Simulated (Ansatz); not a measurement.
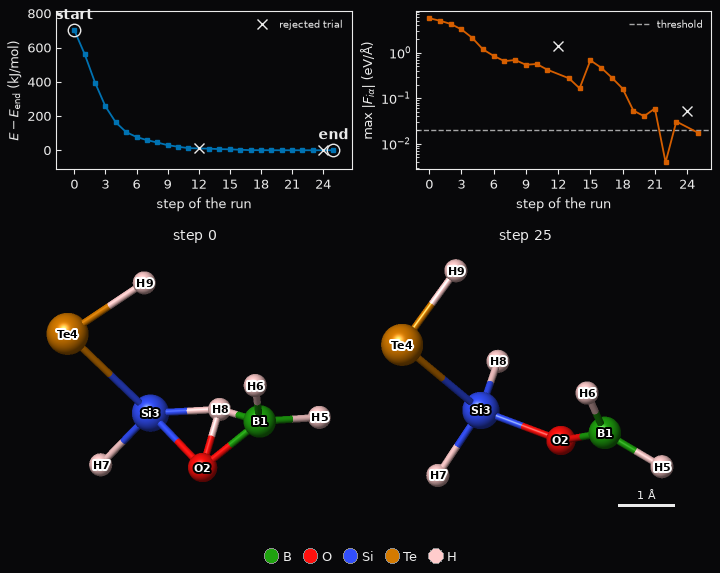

First and last geometry of a relaxation of BSiH$_{5}$TeO, with the history of the run. The picture is a ball-and-stick view, seen from a free direction.

The run prepares an end point of a later path (hydrogen shift) calculation, from a guessed geometry.

Theory: Ansatz, RKS BHLYP-D4/def2-SVP.

Input
```yaml
crystal:
  periodic: [false, false, false]
  atoms:
    - { symbol: B, position_ang: [-0.0483, 0.999, -1.135] }
    - { symbol: O, position_ang: [1.1111, 0.3758, -0.6704] }
    - { symbol: Si, position_ang: [0.5452, -0.9707, 0.2388] }
    - { symbol: Te, position_ang: [-0.1427, -0.2157, 2.4877] }
    - { symbol: H, position_ang: [-0.5566, 0.7459, -2.2128] }
    - { symbol: H, position_ang: [-0.5817, 1.9326, -0.5157] }
    - { symbol: H, position_ang: [1.7344, -1.8913, 0.4485] }
    - { symbol: H, position_ang: [0.01037, -0.07176, -0.6671] }
    - { symbol: H, position_ang: [-1.5179, 0.6643, 1.7946] }
basis:
  gaussian: { orbitals: def2-SVP }
hamiltonian:
  xc: { name: BHLYP }
  dispersion: d4
relax:
  f_tol: 0.02
  max_steps: 50
```

Command:
```bash
ansatz run input.yaml --threads 2 --pin off --max-ram 3072MiB --backend cpu --events-out ev --progress --plain --runs-dir out
```

> What do the curves and the structures tell?

It converged. After 23 accepted moves (25 points after the start) the energy has fallen by 702.0 kJ/mol. The largest force component goes from 5.7 to 0.018 eV/Å. The line search rejected the trial steps at points 12, 24 of the run. The forces were under the threshold at step 22, but the run went on from there. The largest move after the best rigid fit is that of H8, 2.08 Å. Largest moves by element: H 2.08 Å, O 0.80 Å, Te 0.47 Å, B 0.44 Å, Si 0.10 Å. Near-neighbour distances that change, for instance: B1–H8 1.170 → 3.650 Å, O2–H8 1.188 → 2.525 Å, B1–Si3 2.474 → 2.830 Å, Te4–H9 1.774 → 1.655 Å. Bonds break: B1–H8 (1.17 → 3.65 Å). Among the angles between lasting bonds that change: O2–Si3–H8 43.3° → 107.2°, B1–O2–Si3 104.6° → 140.8°, H7–Si3–H8 141.9° → 111.8°. Groups turn about B1–O2 by about 90°.
